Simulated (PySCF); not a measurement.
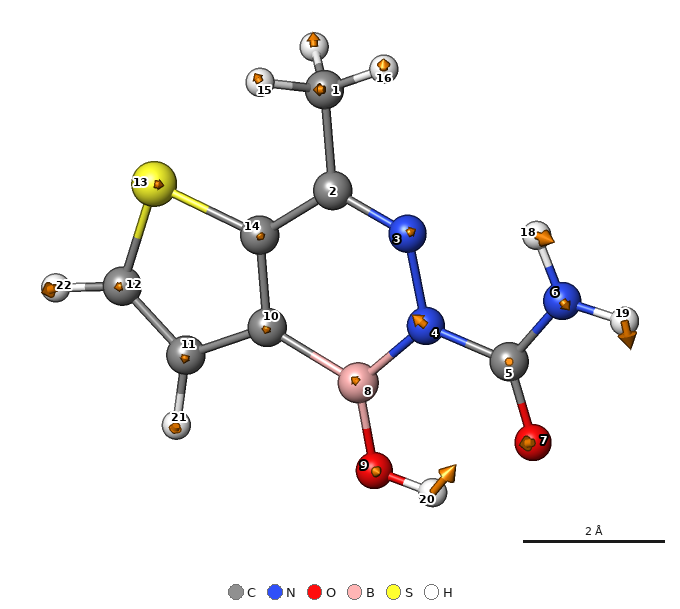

A relaxation of C7H8BN3O2S. The starting structure is drawn; orange arrows show the displacements, 5 times their true length. The two geometries are superimposed by the best rigid fit.

A ball-and-stick model, seen from a free direction.

The start comes from GFN2-xTB. Its atoms were then displaced at random by about 0.01 Å.

Method: PBE0-D3(BJ)/def2-SVP geometry optimisation, gas phase in PySCF. 

**Atoms of which element are displaced furthest, and by how much?**

Hydrogen: up to 0.12 Å, against 0.05 Å for oxygen.

**What did the optimiser do to the structure, and how much energy did it gain?**

An H atom moves most after the best rigid fit: 0.12 Å. By element the largest moves are H 0.12 Å, O 0.05 Å, N 0.05 Å, C 0.04 Å, S 0.03 Å, B 0.03 Å. Among the contacts that change: C–H 1.043 → 1.097 Å, C–N 1.372 → 1.413 Å, C–H 1.058 → 1.090 Å, B–C 1.568 → 1.537 Å. Among the angles between lasting bonds that change: B–O–H 111.8° → 107.7°, N–N–B 122.1° → 125.4°, H–C–H 111.8° → 108.9°. Over 16 geometry steps the energy falls by 27.3 kJ/mol.
